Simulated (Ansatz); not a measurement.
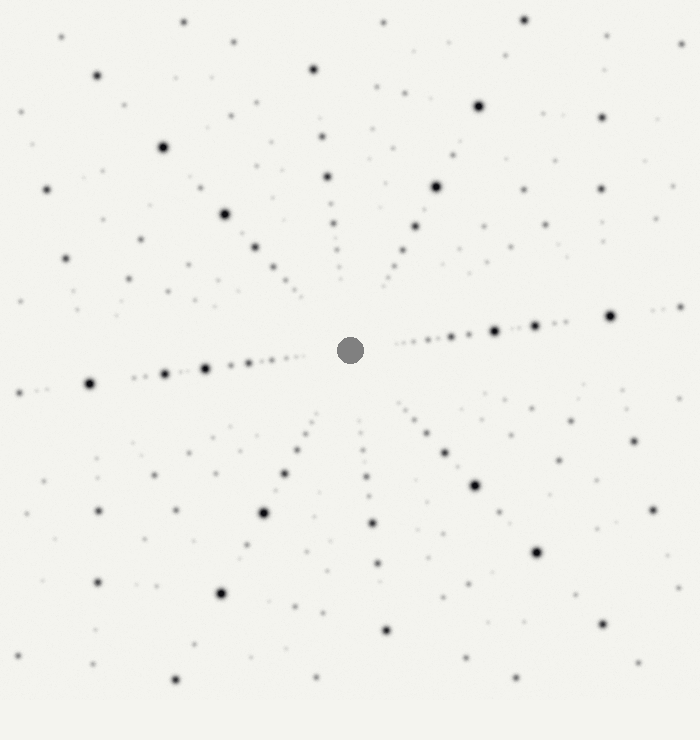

Simulated back-reflection Laue pattern (white X-rays, 0.45 to 2.2 Å, flat plate covering ±45° about the beam, kinematic intensities, seen from the source).

Q: What symmetry does the pattern show?

A: 2mm: a twofold axis with two mirror lines.

The crystal is YV, space group Pm-3m (No. 221), a = 3.61 Å. Structure: coordinates from a relaxation with DFT PBE, scalar-relativistic, plane waves, PAW in Ansatz 0.2.0; the starting structure was generated, so it need not be a known form of this composition.

Q: Which direction points towards the source?

A: [110] or one equivalent to it by a rotation of the Laue group. In Laue class m-3m no other family of directions with a member of indices 0 and ±1 has this symmetry.
